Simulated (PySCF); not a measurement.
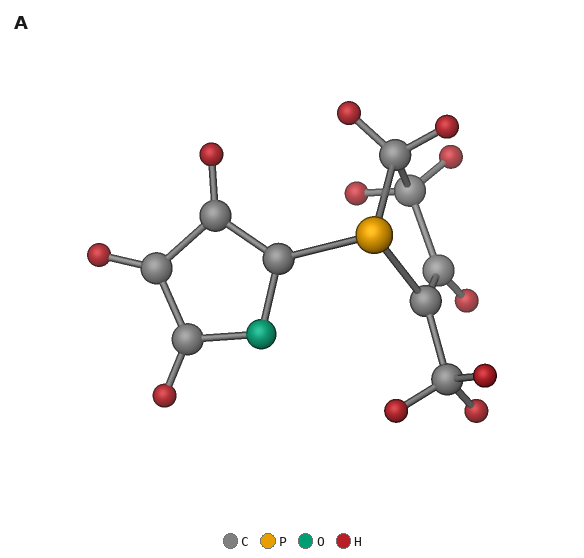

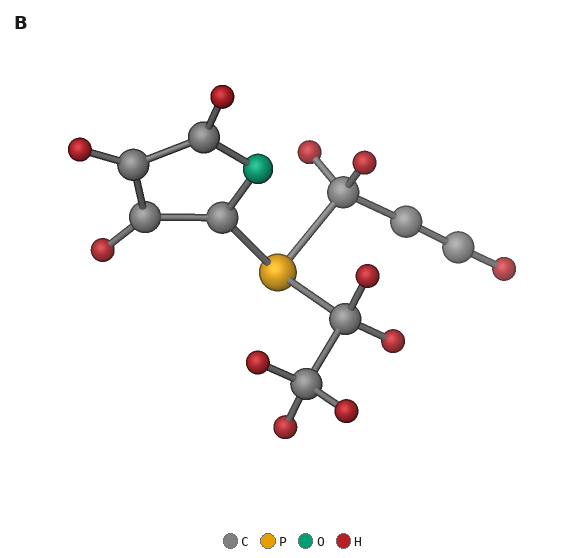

2 stationary structures of one formula. Geometries: GFN2-xTB. Electronic energies: PBE0/pcSseg-1 (PySCF 2.14.0), without zero-point energy. No frequency run is at hand to confirm each as a minimum. Each is one conformer, not always the lowest.

How are they related?

Answer. They are constitutional isomers of C9H11OP: A `CC1=CCCP1c1ccco1`, B `C#CCP(CC)c1ccco1`.

Which is lowest in energy, and by how much?

Answer. A is lowest; B lies 1.557 eV above it.

The geometry is semi-empirical. Around P such bond lengths and angles can be off by a tenth of an ångström or more and by several degrees, and values that hang on the shape move with them.
